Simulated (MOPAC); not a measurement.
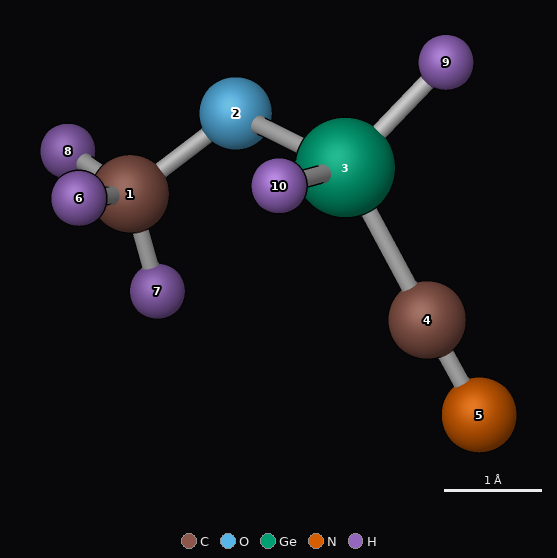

**Figure 1.** The input geometry (ball-and-stick view, seen at a tilt; atoms are numbered from 1 in the order of the input). Sticks mark near contacts.

# C$_{2}$H$_{5}$GeNO: frequency calculation (part 1 of 3)

- system: C$_{2}$H$_{5}$GeNO, SMILES C[O][GeH2][C]#N
- method: PM3, closed shell (MOPAC 23.2.5)

The geometry was optimised with PM3.

**Input file (job.mop)**
```
PM3 THERMO CHARGE=0 FORCE AUX(PRECISION=6) THREADS=1
PM3 frequencies

C -1.361219 1 0.605483 1 0.189266 1
O -0.091518 1 1.013231 1 -0.173880 1
Ge 1.084492 1 -0.356108 1 -0.002516 1
C 0.815118 1 -1.686492 1 -1.267797 1
N 0.660252 1 -2.522178 1 -2.054345 1
H -1.388028 1 0.236175 1 1.222166 1
H -1.743953 1 -0.172380 1 -0.482433 1
H -1.984839 1 1.502046 1 0.102638 1
H 2.481237 1 0.229431 1 -0.185752 1
H 1.038867 1 -0.995328 1 1.380884 1
```

Launch command:
```bash
mopac job.mop
```

**What the program printed**
```
MOPAC v23.2.5
PM3 CALCULATION RESULTS

 *  PM3        - The PM3 Hamiltonian to be used
 *
 *
 *
 *                 CHARGE ON SYSTEM = 0
 *
 *
 *
 *  FORCE      - FORCE CALCULATION SPECIFIED
 *  THREADS=1  - MULTI-THREADING NOT USED
 *  AUX        - OUTPUT AUXILIARY INFORMATION
 *  THERMO     - THERMODYNAMIC QUANTITIES TO BE CALCULATED
PM3 THERMO CHARGE=0 FORCE AUX(PRECISION=6) THREADS=1
 PM3 frequencies

   ATOM   CHEMICAL          X               Y               Z
  NUMBER   SYMBOL      (ANGSTROMS)     (ANGSTROMS)     (ANGSTROMS)

     1       C         -1.36121900  *   0.60548300  *   0.18926600  *
     2       O         -0.09151800  *   1.01323100  *  -0.17388000  *
     3      Ge          1.08449200  *  -0.35610800  *  -0.00251600  *
     4       C          0.81511800  *  -1.68649200  *  -1.26779700  *
     5       N          0.66025200  *  -2.52217800  *  -2.05434500  *
     6       H         -1.38802800  *   0.23617500  *   1.22216600  *
     7       H         -1.74395300  *  -0.17238000  *  -0.48243300  *
     8       H         -1.98483900  *   1.50204600  *   0.10263800  *
     9       H          2.48123700  *   0.22943100  *  -0.18575200  *
    10       H          1.03886700  *  -0.99532800  *   1.38088400  *

          CARTESIAN COORDINATES

    NO.       ATOM           X           Y           Z

     1         C         -1.3612      0.6055      0.1893
     2         O         -0.0915      1.0132     -0.1739
     3        Ge          1.0845     -0.3561     -0.0025
     4         C          0.8151     -1.6865     -1.2678
     5         N          0.6603     -2.5222     -2.0543
     6         H         -1.3880      0.2362      1.2222
     7         H         -1.7440     -0.1724     -0.4824
     8         H         -1.9848      1.5020      0.1026
     9         H          2.4812      0.2294     -0.1858
    10         H          1.0389     -0.9953      1.3809

           Empirical Formula: C2 H5 N O Ge  =    10 atoms

      MOLECULAR POINT GROUP   :   C1

      RHF CALCULATION, NO. OF DOUBLY OCCUPIED LEVELS = 14

          HEAT OF FORMATION =     -13.206878 KCALS/MOLE

          CARTESIAN COORDINATE DERIVATIVES

   NUMBER  ATOM         X            Y            Z

     1       C     -0.043184     0.018885    -0.007830
     2       O      0.034034    -0.035626     0.007848
     3      Ge     -0.031098     0.034050    -0.007906
     4       C     -0.007362     0.041008     0.075780
     5       N      0.014411    -0.042752    -0.090807
     6       H      0.017438    -0.014911     0.046249
     7       H      0.030068    -0.032674    -0.058653
     8       H     -0.016457     0.035648     0.012127
     9       H     -0.005882    -0.001838     0.005331
    10       H      0.008032    -0.001791     0.017860

 DIPOLE           X         Y         Z       TOTAL
 POINT-CHG.     0.380    -0.376    -3.269     3.313
 HYBRID        -0.335     0.050     0.086     0.350
 SUM            0.044    -0.326    -3.184     3.201

          GRADIENT NORM =   0.18692

          MOLECULAR WEIGHT =  131.66

          ROTATIONAL CONSTANTS IN CM(-1)

          A =    0.18822309   B =    0.07862138   C =    0.05992404

           PRINCIPAL MOMENTS OF INERTIA IN UNITS OF 10**(-40)*GRAM-CM**2

          A =      148.7211   B =      356.0450   C =      467.1372

          ORIENTATION OF MOLECULE IN FORCE CALCULATION

    NO.       ATOM         X         Y         Z

     1          C      -1.6253   -1.5356   -0.4139
     2          O      -0.2431   -1.5356   -0.4139
     3         Ge       0.3882    0.1641   -0.4139
     4          C       0.0807    1.0362    1.1949
     5          N      -0.1014    1.5907    2.1951
     6          H      -2.0302   -1.0020   -1.2830
     7          H      -2.0299   -1.0911    0.5035
     8          H      -1.9109   -2.5920   -0.4646
     9          H       1.8922    0.0816   -0.6557
    10          H      -0.2058    1.0076   -1.5364

    FIRST DERIVATIVES WILL BE USED IN THE CALCULATION OF SECOND DERIVATIVES

          ESTIMATED TIME TO COMPLETE CALCULATION =        0.23 SECONDS

    FOR POINT-GROUP C1   THERE ARE   1 UNIQUE SYMMETRY FUNCTIONS.

 STEP:   1 TIME =     0.00 SECS, INTEGRAL =      0.00 TIME LEFT: 172799.99
 STEP:   2 TIME =     0.00 SECS, INTEGRAL =      0.01 TIME LEFT: 172799.99
 STEP:   3 TIME =     0.00 SECS, INTEGRAL =      0.01 TIME LEFT: 172799.98
 STEP:   4 TIME =     0.00 SECS, INTEGRAL =      0.02 TIME LEFT: 172799.98
 STEP:   5 TIME =     0.00 SECS, INTEGRAL =      0.02 TIME LEFT: 172799.98
 STEP:   6 TIME =     0.00 SECS, INTEGRAL =      0.02 TIME LEFT: 172799.97
 STEP:   7 TIME =     0.00 SECS, INTEGRAL =      0.03 TIME LEFT: 172799.97
 STEP:   8 TIME =     0.00 SECS, INTEGRAL =      0.03 TIME LEFT: 172799.96
 STEP:   9 TIME =     0.00 SECS, INTEGRAL =      0.04 TIME LEFT: 172799.96
 STEP:  10 TIME =     0.00 SECS, INTEGRAL =      0.04 TIME LEFT: 172799.96
 STEP:  11 TIME =     0.00 SECS, INTEGRAL =      0.04 TIME LEFT: 172799.95
 STEP:  12 TIME =     0.00 SECS, INTEGRAL =      0.05 TIME LEFT: 172799.95
 STEP:  13 TIME =     0.00 SECS, INTEGRAL =      0.05 TIME LEFT: 172799.95
 STEP:  14 TIME =     0.00 SECS, INTEGRAL =      0.05 TIME LEFT: 172799.94
 STEP:  15 TIME =     0.00 SECS, INTEGRAL =      0.06 TIME LEFT: 172799.94
 STEP:  16 TIME =     0.00 SECS, INTEGRAL =      0.06 TIME LEFT: 172799.93
 STEP:  17 TIME =     0.00 SECS, INTEGRAL =      0.07 TIME LEFT: 172799.93
 STEP:  18 TIME =     0.00 SECS, INTEGRAL =      0.07 TIME LEFT: 172799.93
 STEP:  19 TIME =     0.00 SECS, INTEGRAL =      0.07 TIME LEFT: 172799.92
 STEP:  20 TIME =     0.00 SECS, INTEGRAL =      0.08 TIME LEFT: 172799.92
 STEP:  21 TIME =     0.00 SECS, INTEGRAL =      0.08 TIME LEFT: 172799.91
 STEP:  22 TIME =     0.00 SECS, INTEGRAL =      0.09 TIME LEFT: 172799.91
 STEP:  23 TIME =     0.00 SECS, INTEGRAL =      0.09 TIME LEFT: 172799.91
 STEP:  24 TIME =     0.00 SECS, INTEGRAL =      0.09 TIME LEFT: 172799.90
 STEP:  25 TIME =     0.00 SECS, INTEGRAL =      0.10 TIME LEFT: 172799.90
 STEP:  26 TIME =     0.00 SECS, INTEGRAL =      0.10 TIME LEFT: 172799.89
 STEP:  27 TIME =     0.00 SECS, INTEGRAL =      0.11 TIME LEFT: 172799.89
 STEP:  28 TIME =     0.00 SECS, INTEGRAL =      0.11 TIME LEFT: 172799.89
 STEP:  29 TIME =     0.00 SECS, INTEGRAL =      0.11 TIME LEFT: 172799.89
 STEP:  30 TIME =     0.00 SECS, INTEGRAL =      0.11 TIME LEFT: 172799.89

(To convert to Hartree/Bohr^2, multiply by (10^(-21) x N x a0^2)/(4.184 x 627.51) =  0.0642)

           FORCE MATRIX IN MILLIDYNES/ANGSTROM

                  C  1       O  2      Ge  3       C  4       N  5       H  6
 ------------------------------------------------------------------------------
     C    1  15.193493
     O    2   6.191971   9.368725
    Ge    3   0.993615   4.340402   7.929015
     C    4   0.043290   0.337818   2.407542  24.076845
     N    5   0.009161   0.034641   0.245711  21.327034  21.402032
     H    6   4.651143   0.464697   0.037792   0.006078   0.001288   5.235264
     H    7   4.685327   0.463844   0.037704   0.014104   0.004270   0.517266
     H    8   4.746648   0.526899   0.081455   0.005899   0.001561   0.502723
     H    9   0.056265   0.230128   1.969864   0.206155   0.026587   0.003747
     H   10   0.038886   0.258127   1.947926   0.215101   0.028107   0.013484

                  H  7       H  8       H  9       H 10
 ------------------------------------------------------
     H    7   5.258891
     H    8   0.509164   5.424383
     H    9   0.001547   0.010504   2.268690
     H   10   0.003996   0.008246   0.152702   2.249050

          HEAT OF FORMATION =     -13.206878 KCALS/MOLE

          ZERO POINT ENERGY      39.898 KCAL/MOL

           NORMAL COORDINATE ANALYSIS (Total motion = 1 Angstrom)

   Root No.       1         2         3         4         5         6         7         8

                 1 A       2 A       3 A       4 A       5 A       6 A       7 A       8 A

                  65.0      99.3     149.0     278.6     296.2     387.8     474.0     479.1

           1   -0.0094    0.0000   -0.0051    0.0337   -0.0306    0.0182    0.0266    0.0129
           2    0.0429    0.0160    0.0273    0.0725   -0.0447    0.0198    0.0136    0.0062
           3    0.1131    0.0085   -0.0018   -0.0051   -0.0031   -0.0079    0.0021   -0.0001
           4   -0.0093    0.0002   -0.0044    0.0395   -0.0337    0.0208    0.0247    0.0148
           5    0.0101    0.0044    0.0120   -0.0297    0.0217   -0.0335   -0.0036   -0.0226
           6   -0.0520    0.0221    0.1451    0.0010   -0.0008   -0.0579    0.0091    0.0026
           7    0.0221    0.0028    0.0081   -0.0124    0.0110   -0.0182   -0.0262   -0.0050
           8   -0.0007    0.0042    0.0089   -0.0098    0.0049   -0.0175    0.0104   -0.0241
           9   -0.0108   -0.0084   -0.0284    0.0016    0.0002    0.0238    0.0059   -0.0575
          10   -0.0292   -0.0027    0.0073    0.0168    0.1145    0.1241    0.0866    0.0309
          11   -0.0207   -0.0106    0.0031   -0.0343   -0.0247    0.2381   -0.0514    0.0658
          12   -0.0092   -0.0007   -0.0235    0.0203    0.0370   -0.1011   -0.0035    0.1583
          13   -0.0752   -0.0125   -0.0349   -0.0161   -0.0723   -0.0502   -0.0186   -0.0460
          14   -0.0379   -0.0357   -0.0884    0.0212    0.0198   -0.0887   -0.0117    0.0890
          15   -0.0080    0.0114    0.0194   -0.0165   -0.0217    0.0486   -0.0490    0.1487
          16   -0.1011    0.0233    0.0840    0.0876   -0.0612    0.0196    0.0459    0.0326
          17    0.0966   -0.2246    0.1668    0.1221   -0.0806    0.0318    0.0284    0.0244
          18    0.1889   -0.1498    0.0418   -0.0011   -0.0103   -0.0022    0.0024    0.0021
          19    0.1125   -0.0143   -0.0890    0.0740   -0.0648    0.0740    0.0381    0.0348
          20    0.0067    0.2785   -0.1106    0.1046   -0.0637    0.0559    0.0229    0.0203
          21    0.1846   -0.1251    0.0281   -0.0024   -0.0094   -0.0011    0.0027    0.0028
          22   -0.0409   -0.0075   -0.0137   -0.0646    0.0359   -0.0417   -0.0028   -0.0275
          23    0.0524    0.0042    0.0387    0.1014   -0.0643    0.0358    0.0227    0.0182
          24    0.0938    0.2993   -0.1922   -0.0169    0.0061    0.0170   -0.0028   -0.0023
          25    0.0265    0.0017    0.0010   -0.0313   -0.0298   -0.0324    0.0225    0.0365
          26   -0.0230    0.0059    0.0008    0.1162   -0.0196   -0.0303   -0.1939   -0.1139
          27    0.0281   -0.0127   -0.0551   -0.1403   -0.2210   -0.1065    0.2462    0.2098
          28    0.0622   -0.0031   -0.0387   -0.1782   -0.1326   -0.0373    0.2984    0.1681
          29    0.0206   -0.0015   -0.0582   -0.0175    0.0810   -0.1415    0.0437    0.0511
          30   -0.0160   -0.0083   -0.0505    0.0778    0.1290   -0.0748   -0.1199   -0.0632

   Root No.       9        10        11        12        13        14        15        16

                 9 A      10 A      11 A      12 A      13 A      14 A      15 A      16 A

                 639.7     653.6     711.4     761.8    1011.9    1068.6    1186.4    1348.2

           1   -0.0216   -0.0000   -0.0002    0.0453   -0.0007   -0.0046   -0.0536   -0.0034
           2   -0.0064    0.0037    0.0033    0.0390   -0.0033    0.0685   -0.0022   -0.0106
           3   -0.0002    0.0016    0.0006   -0.0006   -0.0699   -0.0026   -0.0005   -0.0468
           4   -0.0158    0.0026    0.0012    0.0190   -0.0009    0.0065    0.0943    0.0019
           5   -0.0106    0.0251    0.0157    0.1551    0.0023   -0.0585    0.0197   -0.0001
           6   -0.0084    0.0103    0.0042   -0.0055    0.0349    0.0016   -0.0003    0.0001
           7    0.0041   -0.0041   -0.0048   -0.0125    0.0002   -0.0001   -0.0010    0.0000
           8    0.0057   -0.0155   -0.0087   -0.0342    0.0001    0.0044   -0.0028    0.0000
           9   -0.0001   -0.0040    0.0036    0.0012    0.0003   -0.0004    0.0003    0.0000
          10    0.0358    0.0160   -0.0031   -0.0008    0.0003    0.0002   -0.0005   -0.0001
          11   -0.0168    0.0186   -0.0040   -0.0075   -0.0001    0.0015   -0.0008   -0.0001
          12    0.0149   -0.0220    0.0085    0.0052   -0.0001   -0.0002    0.0001    0.0001
          13   -0.0078   -0.0008   -0.0008   -0.0006   -0.0000   -0.0002    0.0002    0.0000
          14    0.0035   -0.0128    0.0046    0.0014   -0.0002    0.0003   -0.0002    0.0001
          15   -0.0044   -0.0102    0.0056    0.0006   -0.0002    0.0008   -0.0005   -0.0000
          16   -0.0364   -0.0133   -0.0142   -0.0496   -0.3682   -0.2353   -0.2537    0.0765
          17   -0.0141   -0.0088   -0.0081   -0.0408   -0.0173   -0.0920   -0.0485    0.3008
          18    0.0012    0.0009    0.0011   -0.0048    0.0895    0.0029    0.0457    0.1308
          19   -0.0267   -0.0159   -0.0123   -0.0261    0.4109   -0.1777   -0.2500   -0.1121
          20   -0.0115   -0.0100   -0.0106   -0.0392    0.0260   -0.0924   -0.0438   -0.1358
          21    0.0003    0.0014    0.0019    0.0044    0.0921    0.0028   -0.0484   -0.0028
          22   -0.0105    0.0343    0.0301    0.2853   -0.0326    0.3622   -0.2830    0.0446
          23   -0.0105   -0.0055   -0.0051   -0.0266   -0.0010   -0.0382    0.0540   -0.0394
          24    0.0050    0.0002   -0.0029    0.0030    0.0780    0.0043    0.0071    0.4292
          25    0.0547    0.0544   -0.0329   -0.0103   -0.0006   -0.0007    0.0055   -0.0000
          26    0.3497    0.3258    0.2929   -0.0955   -0.0011   -0.0210   -0.0251   -0.0006
          27    0.2217    0.2584   -0.3375    0.0140   -0.0023    0.0008   -0.0037   -0.0011
          28   -0.0911    0.0138    0.4004   -0.1199   -0.0036    0.0107   -0.0040    0.0016
          29   -0.3284    0.3310    0.0554   -0.1949   -0.0044    0.0196   -0.0090    0.0015
          30   -0.2024    0.2482   -0.1770   -0.0766    0.0005    0.0160   -0.0043   -0.0003

   Root No.      17        18        19        20        21        22        23        24

                17 A      18 A      19 A      20 A      21 A      22 A      23 A      24 A

                1356.3    1410.6    1927.1    1977.9    2411.9    3032.2    3060.4    3122.1
```
